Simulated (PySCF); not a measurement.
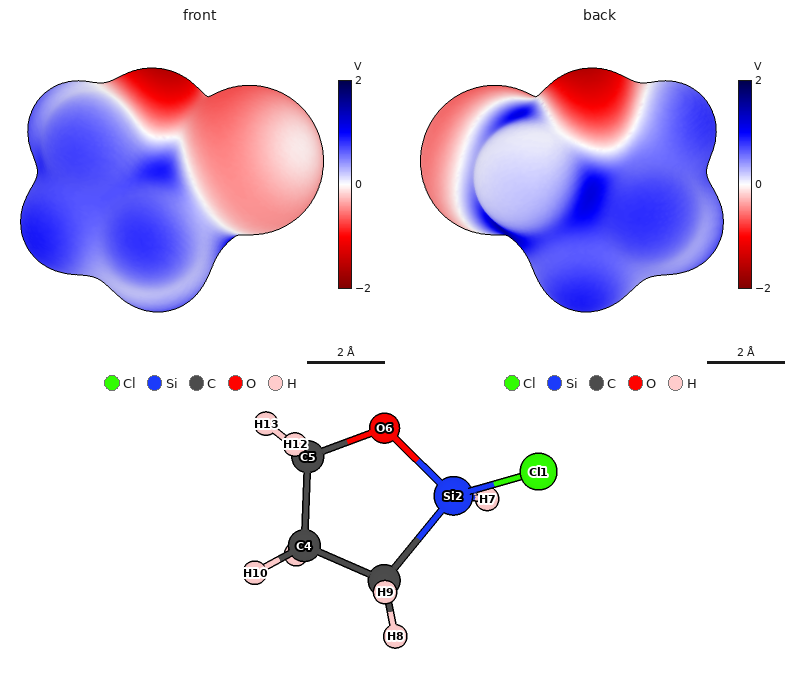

*C3H7ClOSi. The electrostatic potential painted on the density surface at 0.002 e/bohr³, seen from the front and from behind; red is negative and blue positive. The bare structure is drawn below in the same view.*

Geometry: GFN2-xTB.

Computed with PBE0/pcSseg-1, SCF density, gas phase, non-relativistic (PySCF).

```xyz
13

Cl    3.0699    0.5954    0.7350
Si    1.2581   -0.2569    0.8462
C    -0.2240    0.9265    0.6714
C    -1.1382    0.1061   -0.2401
C    -0.2366   -0.6723   -1.2018
O     0.9304   -1.0842   -0.5216
H     1.2093   -1.1669    1.9811
H    -0.7291    1.1922    1.5958
H     0.0665    1.8565    0.1799
H    -1.8475    0.7224   -0.7917
H    -1.6986   -0.6085    0.3647
H     0.0659   -0.0438   -2.0461
H    -0.7304   -1.5660   -1.5904
```

Q: Which sites attract a positive test charge, and which a negative one?

A: A positive charge is drawn to the negative regions and a negative charge to the positive ones. The most negative region (about −1.5 V) lies over O6, the most positive (about +1.4 V) over Si2. O6 is the likeliest acceptor of a hydrogen bond.

Q: How polar is the molecule by this calculation?

A: Its dipole moment is 2.63 D.
